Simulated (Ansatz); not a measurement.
# Relaxing Mg2+ BF4- in dimethyl sulfoxide and 1,3-dioxolane, from a frame at 400 K (73 atoms), part 3 of 4

Wanted: the relaxed structure of Mg2+ BF4- in dimethyl sulfoxide and 1,3-dioxolane, from a frame at 400 K (73 atoms) and its electronic structure.

Ansatz 0.2.0; Kohn-Sham DFT, PBE+D4, PAW (set soft_2), plane waves.

The cell: 11 C, 6 O, 30 H, 4 S, 4 B, 16 F and 2 Mg. The network of contacts between molecules at the start is that of the classical potential that made the cell. Sampling is at Γ alone, for a cell whose shortest periodic width is 9 Å.

So far. Step 3 (Cell and atoms relaxed): The relaxation changed the energy by -87.3 meV/atom, and atoms moved by 1.3 Å r.m.s., 3.4 Å at most.

**4. Structure statistics after relaxation**

Bonds before and after, by the cutoffs listed below:

| pair | bonds before | bonds after | mean before (Å) | mean after (Å) | spread before (Å) | spread after (Å) |
| --- | --- | --- | --- | --- | --- | --- |
| H-C | 30 | 30 | 1.104 | 1.096 | 0.035 | 0.002 |
| F-B | 16 | 16 | 1.411 | 1.417 | 0.038 | 0.038 |
| F-Mg | 6 | 6 | 1.982 | 2.023 | 0.090 | 0.029 |
| C-C | 1 | 1 | 1.506 | 1.529 | 0.000 | 0.000 |
| C-O | 4 | 4 | 1.418 | 1.434 | 0.024 | 0.020 |
| C-S | 8 | 8 | 1.827 | 1.797 | 0.037 | 0.004 |
| O-S | 4 | 4 | 1.509 | 1.538 | 0.014 | 0.007 |
| O-Mg | 5 | 5 | 1.942 | 2.022 | 0.089 | 0.067 |

Density 1.61 g/cm³, 11.02 Å³ an atom.

Pair distribution functions g(r), in bins of 0.2 Å:

| r (Å) | total | H-H | H-F | H-C | H-O | H-B | H-S |
| --- | --- | --- | --- | --- | --- | --- | --- |
| 1.00 | 2.91 | 0.00 | 0.00 | 23.50 | 0.00 | 0.00 | 0.00 |
| 1.20 | 0.19 | 0.00 | 0.00 | 1.53 | 0.00 | 0.00 | 0.00 |
| 1.40 | 1.20 | 0.00 | 0.00 | 0.00 | 0.00 | 0.00 | 0.00 |
| 1.60 | 0.26 | 0.00 | 0.00 | 0.00 | 0.00 | 0.00 | 0.00 |
| 1.80 | 1.29 | 5.89 | 0.00 | 0.00 | 0.00 | 0.00 | 0.00 |
| 2.00 | 0.52 | 0.00 | 0.00 | 0.00 | 3.31 | 0.00 | 0.00 |
| 2.20 | 0.27 | 0.14 | 0.14 | 0.81 | 0.00 | 0.00 | 0.00 |
| 2.40 | 1.43 | 0.73 | 1.14 | 0.00 | 0.61 | 0.00 | 11.35 |
| 2.60 | 0.65 | 1.17 | 1.36 | 0.27 | 0.51 | 0.00 | 0.00 |
| 2.80 | 1.08 | 0.90 | 1.53 | 1.33 | 2.89 | 0.33 | 0.32 |
| 3.00 | 0.77 | 0.94 | 0.51 | 1.31 | 1.66 | 1.49 | 0.88 |
| 3.20 | 1.10 | 1.48 | 0.58 | 1.32 | 0.68 | 1.31 | 0.52 |
| 3.40 | 0.73 | 0.61 | 0.57 | 0.99 | 0.30 | 1.38 | 0.68 |
| 3.60 | 1.09 | 0.83 | 1.03 | 1.62 | 1.95 | 1.23 | 0.61 |
| 3.80 | 1.12 | 1.47 | 1.11 | 1.07 | 0.36 | 1.31 | 0.56 |
| 4.00 | 1.11 | 1.12 | 1.39 | 0.67 | 1.23 | 1.49 | 0.66 |
| 4.20 | 1.08 | 0.81 | 1.36 | 0.66 | 0.81 | 1.03 | 0.44 |
| 4.40 | 0.97 | 0.77 | 1.31 | 0.75 | 0.91 | 1.25 | 0.68 |

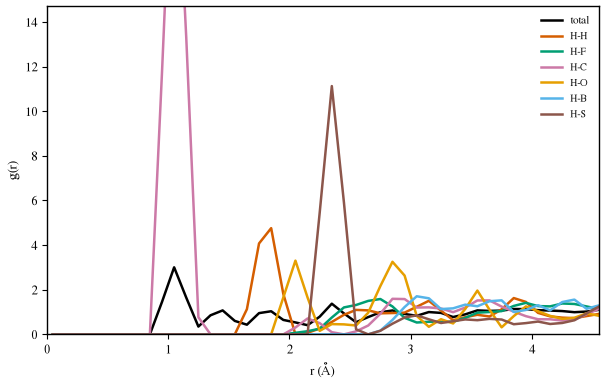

Pair distribution functions, lightly smoothed, with peaks cut at 14.

Bonds by pair of elements; cutoffs follow the first minimum of g(r), held within bounds set by covalent radii, and pairs that aren't listed don't count as bonded:

| pair A-B | cutoff (Å) | bonds | mean length (Å) | spread (Å) | shortest (Å) | B about A | A about B |
| --- | --- | --- | --- | --- | --- | --- | --- |
| H-C | 1.34 | 30 | 1.10 | 0.002 | 1.09 | 1 | 2.73 |
| F-B | 1.72 | 16 | 1.42 | 0.038 | 1.38 | 1 | 4 |
| F-Mg | 2.48 | 6 | 2.02 | 0.029 | 1.99 | 0.375 | 3 |
| C-C | 1.85 | 1 | 1.53 | 0 | 1.53 | 0.182 | 0.182 |
| C-O | 1.73 | 4 | 1.43 | 0.02 | 1.40 | 0.364 | 0.667 |
| C-S | 2.21 | 8 | 1.80 | 0.004 | 1.79 | 0.727 | 2 |
| O-S | 1.93 | 4 | 1.54 | 0.007 | 1.53 | 0.667 | 1 |
| O-Mg | 2.52 | 5 | 2.02 | 0.067 | 1.95 | 0.833 | 2.5 |

How many atoms have how many bonded neighbours:

| element | mean | 1 | 2 | 3 | 4 | 5 | 6 |
| --- | --- | --- | --- | --- | --- | --- | --- |
| B | 4 | 0 | 0 | 0 | 4 | 0 | 0 |
| C | 4 | 0 | 0 | 0 | 11 | 0 | 0 |
| F | 1.38 | 10 | 6 | 0 | 0 | 0 | 0 |
| H | 1 | 30 | 0 | 0 | 0 | 0 | 0 |
| Mg | 5.5 | 0 | 0 | 0 | 0 | 1 | 1 |
| O | 2.17 | 0 | 5 | 1 | 0 | 0 | 0 |
| S | 3 | 0 | 0 | 4 | 0 | 0 | 0 |

Bond angles, per cent of each kind in bins of 5°:

| angle (°) | H-C-H | F-B-F | H-C-S | F-Mg-O |
| --- | --- | --- | --- | --- |
| 80–85 | 0.0 | 0.0 | 0.0 | 6.7 |
| 85–90 | 0.0 | 0.0 | 0.0 | 40.0 |
| 90–95 | 0.0 | 0.0 | 0.0 | 20.0 |
| 95–100 | 0.0 | 0.0 | 0.0 | 13.3 |
| 100–105 | 0.0 | 0.0 | 0.0 | 0.0 |
| 105–110 | 14.8 | 62.5 | 100.0 | 6.7 |
| 110–115 | 85.2 | 37.5 | 0.0 | 0.0 |
| 115–120 | 0.0 | 0.0 | 0.0 | 0.0 |
| 120–125 | 0.0 | 0.0 | 0.0 | 0.0 |
| 125–130 | 0.0 | 0.0 | 0.0 | 6.7 |
| 130–135 | 0.0 | 0.0 | 0.0 | 0.0 |
| 135–140 | 0.0 | 0.0 | 0.0 | 0.0 |
| 140–145 | 0.0 | 0.0 | 0.0 | 0.0 |
| 145–150 | 0.0 | 0.0 | 0.0 | 0.0 |
| 150–155 | 0.0 | 0.0 | 0.0 | 0.0 |
| 155–160 | 0.0 | 0.0 | 0.0 | 0.0 |
| 160–165 | 0.0 | 0.0 | 0.0 | 0.0 |
| 165–170 | 0.0 | 0.0 | 0.0 | 0.0 |
| 170–175 | 0.0 | 0.0 | 0.0 | 6.7 |

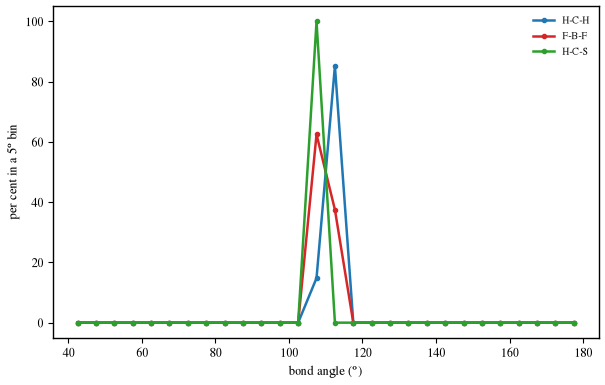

Distributions of the most common bond angles.

Bond angles (no mean is given where the spread exceeds 20°):

| angle | count | mean (°) | spread (°) |
| --- | --- | --- | --- |
| H-C-H | 27 | 111 | 0.8 |
| F-B-F | 24 | 109 | 2.4 |
| H-C-S | 24 | 108 | 1.1 |
| F-Mg-O | 15 | - | - |
| C-S-O | 8 | 105 | 1.5 |

Bond length by coordination (bonds to H left out):

| element | coordination | atoms | mean bond length (Å) |
| --- | --- | --- | --- |
| F | 1 | 10 | 1.39 |
| F | 2 | 6 | 1.74 |
| Mg | 5 | 1 | 1.99 |
| Mg | 6 | 1 | 2.05 |
| O | 2 | 5 | 1.70 |
| O | 3 | 1 | 1.68 |

Rings of the network by King's shortest-path rule, up to 12 atoms, one path for each pair of neighbours; H, halogens, alkali and alkaline-earth atoms are left out, and the last column divides by all other atoms, bonded or not:

| ring size (atoms) | rings | per network atom |
| --- | --- | --- |
| 5 | 1 | 0.04 |

Counting bonds as in the table, all B atoms have 4, all C atoms have 4, 62 % of F atoms have 1 and all H atoms have 1 bonded neighbour. The H-C-H angle averages 111° with a spread of 0.8°. All rings counted have 5 atoms.

**5. Single point at the relaxed geometry**

One more single point at the end of the walk gives the fuller output and checks the residual forces.

input.yaml

```yaml
crystal:
  lattice:
    - [9.31473, -0.63691, -0.25898]
    - [-0.63691, 9.46572, 0.07654]
    - [-0.25898, 0.07654, 9.17432]
  atoms:
    - { symbol: C, position: [0.15997, 0.68372, 0.47175] }
    - { symbol: C, position: [0.19931, 0.5335, 0.45743] }
    - { symbol: O, position: [0.12284, 0.48282, 0.32188] }
    - { symbol: C, position: [0.04332, 0.59482, 0.26694] }
    [... 63 atom lines left out ...]
    - { symbol: F, position: [0.03682, 0.54233, 0.84277] }
    - { symbol: F, position: [0.15902, 0.42681, 0.025] }
    - { symbol: F, position: [0.28457, 0.58469, 0.86643] }
    - { symbol: F, position: [0.17103, 0.36568, 0.78404] }
    - { symbol: Mg, position: [0.49921, 0.61129, 0.8656] }
    - { symbol: Mg, position: [0.16917, 0.3, 0.20925] }
kpoints:
  mp_grid: { grid: [1, 1, 1] }
hamiltonian:
  xc: pbe
  dispersion: d4
scf:
  occupations: { method: fixed }
output:
  forces: true
  stress: true
  populations: true
  dos:
    method: { smearing: { sigma: 0.08 } }
    de: 0.1
    projected: { site_lists: { B: [B], C: [C], F: [F], H: [H], Mg: [Mg] } }
  eigenvalues: true
  write_density: true
  write_potential: true
  volumetric_format: npy
```

Started as:

```
$ ansatz run input.yaml --threads 4 --pin off --max-ram 8192MiB --backend cpu --events-out ev --progress --plain --runs-dir out
```

Numbers of over 12 decimals in the logs are rounded to 6 here.

The program printed:

```text
[...]
Crystal: 73 atoms, lattice volume = 804.520 Å³
Basis set: ecut = 420 eV, 15731 PW (Γ), exchange–correlation on 128×128×128 points (8 copies of the dense FFT grid, shifted against one another)
Bands: 212, of which v1, the nominal top of the filled ones, is band 139 counted from 1 (138 counted from 0)
Symmetry: 1 space group operations
[...]
k-points: 1
[...]
SCF iter   1: F=—  HF=-27683.049679 eV  |F-HF|=—  |Δ(HF+E_count)|=         —  Δρ=5.58e-3  dr2=3.47e-1  ethr=1.77e-3  ⟨swp⟩=5.0  Hψ=771  notcnv=0  defer=67
[...]
SCF iter  10: F=-27682.952893 eV  HF=-27682.952893 eV  |F-HF|=8.10e-9  |Δ(HF+E_count)|=   3.02e-8  Δρ=1.13e-6  dr2=1.02e-8  ethr=3.60e-11  ⟨swp⟩=9.0  Hψ=1116  notcnv=0
SCF 1 converged in 10 iterations: F = -27682.952893 eV  dr2 = 1.02e-8
[...]
SCF converged after 10 iterations
Free energy (F): -27682.952893 eV
[...]
Internal energy: -27682.952893 eV  (E = F + TS)
E sigma→0 (E₀):  -27682.952893 eV
Fermi energy:    0.150710 eV
[...]
--- Forces (eV/Å), atoms counted from 1 ---
  atom   1  C     -0.00190056     0.00455643    -0.00081685
  atom   2  C      0.00015121    -0.00669592     0.00074921
  atom   3  O      0.00701467    -0.00405430     0.00172264
  atom   4  C     -0.00236790     0.00704590     0.00429091
  atom   5  O     -0.00190749     0.00210688    -0.00119426
  atom   6  H     -0.00047784     0.00131635     0.00007546
  atom   7  H     -0.00040560    -0.00081877    -0.00198123
  atom   8  H      0.00030145     0.00065222    -0.00197649
  atom   9  H      0.00021556    -0.00062028    -0.00032788
  atom  10  H     -0.00001108    -0.00117129    -0.00310887
  atom  11  H     -0.00068810    -0.00165365    -0.00012489
  atom  12  C     -0.00376469    -0.00089125     0.00226930
  atom  13  S     -0.00080250    -0.00720143     0.00194218
  atom  14  C      0.00044166     0.00142459     0.00486597
[...]
atom  72  Mg    -0.00455473     0.00118445     0.00193018
  atom  73  Mg    -0.00397021     0.00018621    -0.00183169
  max |Σ_I F_I| component: 7.31e-5 eV/Å
--- Stress (GPa, compression-positive) ---
        0.010018      -0.024425      -0.010106
       -0.024428      -0.006670       0.003744
       -0.010108       0.003744      -0.006270
  P = ⅓ Tr σ = -0.0010 GPa (-0.010 kbar)
--- Band table (eV) ---
[...]
--- Löwdin populations: 73 sites ---
  site symbol       q [e]
     0      C      4.0709
     1      C      4.0765
     2      O      6.4159
[...]
72     Mg      8.3633
  spilling = 0.011342 (of n_electrons = 278.000000)
```

The job ended after 7.8 s (4 threads of Arm Neoverse V2, shared host; peak memory 0.9 GiB; 29 s of CPU time).

Read from the output:

```yaml
free_energy: -27682.9529 eV
free_energy_per_atom: -379.2185 eV/atom
scf_cycles: 10
pressure: -0.0009739 GPa
r_m_s_force_component: 0.00494 eV/Å
longest_force: 0.03445 eV/Å
fermi_energy: 0.1507 eV
spacing_of_highest_filled_and_lowest_empty_level: 5.035 eV
spilling_of_the_projection: 0.01134
```

Löwdin charges by element and coordination (they lack the spilled electrons, 0.043 e an atom on average):

| element | coordination | atoms | mean charge (e) | spread | least | most |
| --- | --- | --- | --- | --- | --- | --- |
| B | all | 4 | 0.883 | 0.0114 | 0.869 | 0.901 |
| C | all | 11 | -0.421 | 0.262 | -0.582 | 0.140 |
| F | all | 16 | -0.386 | 0.0351 | -0.451 | -0.347 |
| F | 1 | 10 | -0.361 | 0.0107 | -0.38 | -0.347 |
| F | 2 | 6 | -0.428 | 0.0171 | -0.451 | -0.405 |
| H | all | 30 | 0.218 | 0.0166 | 0.166 | 0.240 |
| Mg | all | 2 | 1.65 | 0.0119 | 1.64 | 1.66 |
| Mg | 5 | 1 | 1.66 | 0 | 1.66 | 1.66 |
| Mg | 6 | 1 | 1.64 | 0 | 1.64 | 1.64 |
| O | all | 6 | -0.699 | 0.233 | -0.876 | -0.328 |
| O | 2 | 5 | -0.756 | 0.214 | -0.876 | -0.328 |
| O | 3 | 1 | -0.416 | 0 | -0.416 | -0.416 |
| S | all | 4 | 1.20 | 0.0071 | 1.19 | 1.20 |

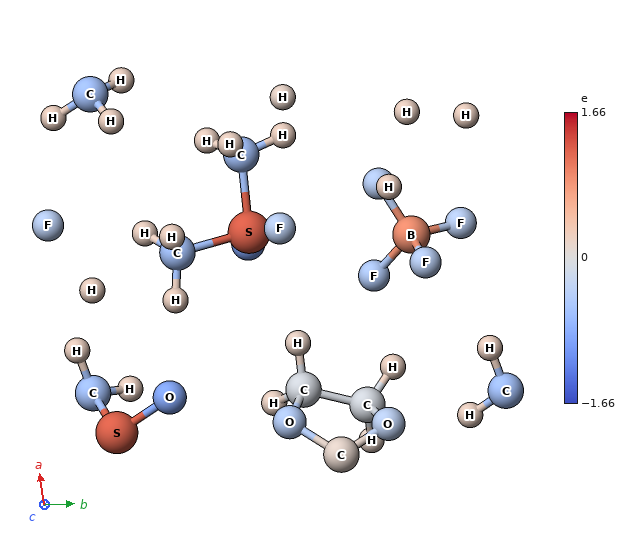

Atoms coloured by Löwdin charge. Drawn is a slice 5 Å thick, seen along the normal of the ab plane. Bonds to atoms that aren't drawn are left out.

Density of states as counts of states in windows of 1 eV (from the Fermi level), total and the larger projections:

| from (eV) | to (eV) | total | F p | C p | H s | C s |
| --- | --- | --- | --- | --- | --- | --- |
| -14 | -13 | 4.7 | 0.0 | 0.2 | 0.8 | 1.9 |
| -13 | -12 | 1.6 | 0.0 | 0.0 | 0.5 | 0.9 |
| -12 | -11 | 6.4 | 0.0 | 0.0 | 2.0 | 3.4 |
| -11 | -10 | 1.0 | 0.0 | 0.2 | 0.2 | 0.3 |
| -10 | -9 | 9.8 | 0.1 | 1.5 | 2.0 | 2.1 |
| -9 | -8 | 5.2 | 3.1 | 0.2 | 0.3 | 0.2 |
| -8 | -7 | 7.5 | 4.5 | 0.8 | 0.3 | 0.0 |
| -7 | -6 | 18.3 | 11.7 | 1.6 | 0.7 | 0.0 |
| -6 | -5 | 34.2 | 6.8 | 10.4 | 4.5 | 0.3 |
| -5 | -4 | 27.4 | 11.0 | 8.1 | 4.5 | 0.0 |
| -4 | -3 | 41.9 | 23.0 | 8.0 | 4.5 | 0.1 |
| -3 | -2 | 31.5 | 25.2 | 1.9 | 0.8 | 0.0 |
| -2 | -1 | 11.1 | 3.3 | 1.4 | 0.2 | 0.1 |
| -1 | 0 | 11.3 | 0.1 | 1.1 | 1.1 | 0.1 |
| 0 | 1 | 0.8 | 0.0 | 0.1 | 0.0 | 0.0 |
| 1 | 4 | 0.0 | 0.0 | 0.0 | 0.0 | 0.0 |
| 4 | 5 | 0.8 | 0.0 | 0.0 | 0.1 | 0.0 |

The curve was stored every 0.100 eV, coarse against its broadening of 0.08 eV, so these counts are rough.

With fixed occupations the program's Fermi level is the highest filled level; weight inside the gap is the broadening of levels at its edges.

Between -26 and -14 eV lie 49 more states.

About 17 of the 278 electrons lie in deeper levels, below the stored range.

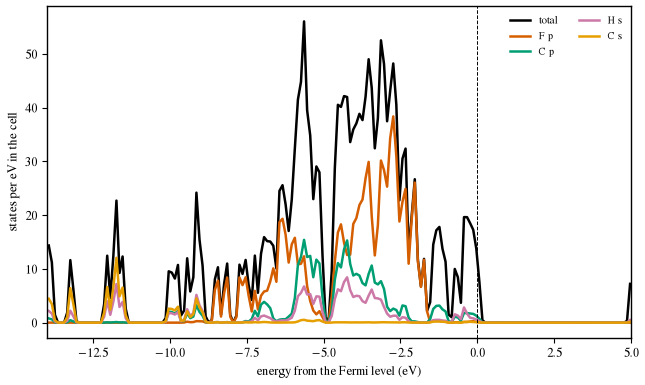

Total and projected density of states, with the broadening of the input.

Not all projections were asked for or kept, so they needn't add up to the total.

The levels nearest the highest filled one (over half full), pooled over k-points and spins:

| level less the highest filled one (eV) | occupation |
| --- | --- |
| -0.693 | 2 |
| -0.424 | 2 |
| -0.369 | 2 |
| -0.236 | 2 |
| -0.144 | 2 |
| 0 | 2 |
| 5.04 | 0 |
| 5.13 | 0 |
| 5.37 | 0 |
| 5.44 | 0 |
| 5.46 | 0 |
| 5.61 | 0 |

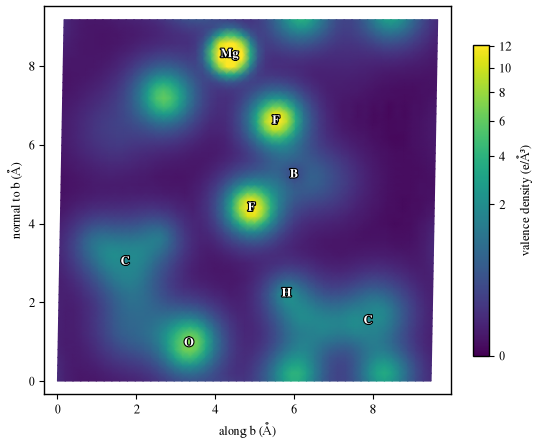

Valence density in the bc plane at fractional x = 0.169, with atoms of C and H and O and B and F and Mg within 0.2 Å of it. It is the smooth field of the valence electrons, not physical close to the nuclei. The map starts off the cell's origin, so that atoms lie inside it. The colour scale is stretched toward low values.

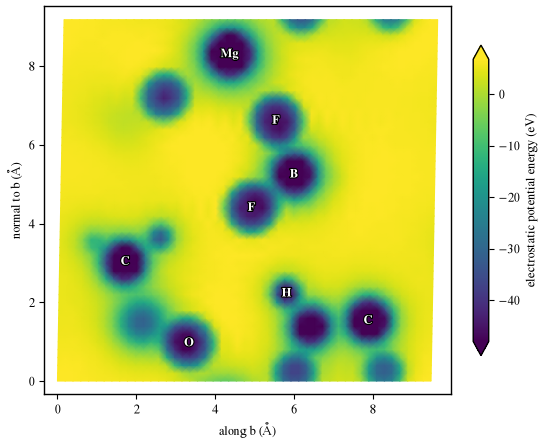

Electrostatic potential energy in the bc plane at fractional x = 0.169, with atoms of C and H and O and B and F and Mg within 0.2 Å of it. With pseudopotentials it is smooth inside the atoms' cores, unlike the true potential. The map starts off the cell's origin, so that atoms lie inside it.

Mean Löwdin charges: B +0.88, C -0.42, F -0.39, H +0.22, Mg +1.65, O -0.70 e (they miss 1.1 % of the electrons, so they add up to more than the cell's charge).

A closer look about Mg73, one of the 2 Mg atoms: 13 atoms, nearest first, numbered in the order of the input, with positions taken from that point.

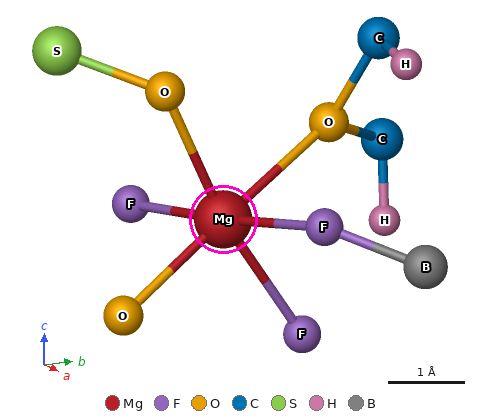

The atoms of the table, within 3.3 Å (arrows a, b, c point along x, y, z); some may hide others; the central atom is ringed.

| atom | x | y | z | distance (Å) | bonds | Löwdin charge (e) |
| --- | --- | --- | --- | --- | --- | --- |
| Mg73 | 0.00 | 0.00 | 0.00 | 0.00 | 6 | 1.64 |
| F65 | -1.93 | -0.51 | -0.12 | 2.00 | 2 | -0.45 |
| O45 | 0.44 | -1.62 | -1.09 | 2.00 | 2 | -0.87 |
| O25 | 0.14 | -0.90 | 1.83 | 2.04 | 2 | -0.84 |
| F61 | 1.95 | 0.63 | 0.22 | 2.06 | 2 | -0.42 |
| F69 | -0.13 | 1.19 | -1.68 | 2.06 | 2 | -0.41 |
| O3 | -0.58 | 1.77 | 1.06 | 2.14 | 3 | -0.42 |
| C2 | 0.07 | 2.21 | 2.29 | 3.18 | 4 | -0.08 |
| S23 | -0.61 | -2.13 | 2.34 | 3.22 | 3 | 1.19 |
| H10 | -1.35 | 2.90 | -0.51 | 3.24 | 1 | 0.22 |
| C4 | -1.37 | 2.88 | 0.58 | 3.24 | 4 | 0.14 |
| H9 | 1.15 | 2.15 | 2.14 | 3.25 | 1 | 0.19 |
| B57 | 2.74 | 1.75 | -0.26 | 3.26 | 4 | 0.87 |

The column of bonds counts only the pairs H-C within 1.34 Å, F-B within 1.72 Å, F-Mg within 2.48 Å, C-C within 1.85 Å, C-O within 1.73 Å, C-S within 2.21 Å, O-S within 1.93 Å, O-Mg within 2.52 Å; other neighbours, such as metal atoms beside each other in a compound, aren't counted, and periodic images can show an atom twice.

[end of part 3 of 4]

[Logs are printed without paths, hosts, clocks, repeated set-up lines and the standing remarks that a program may print on its own settings, such as how far it seeks lower states.]

[Hosts, paths, dates, database ids (printed as entryN), source tags and the programs' standing remarks are cut or masked in the printed files.]
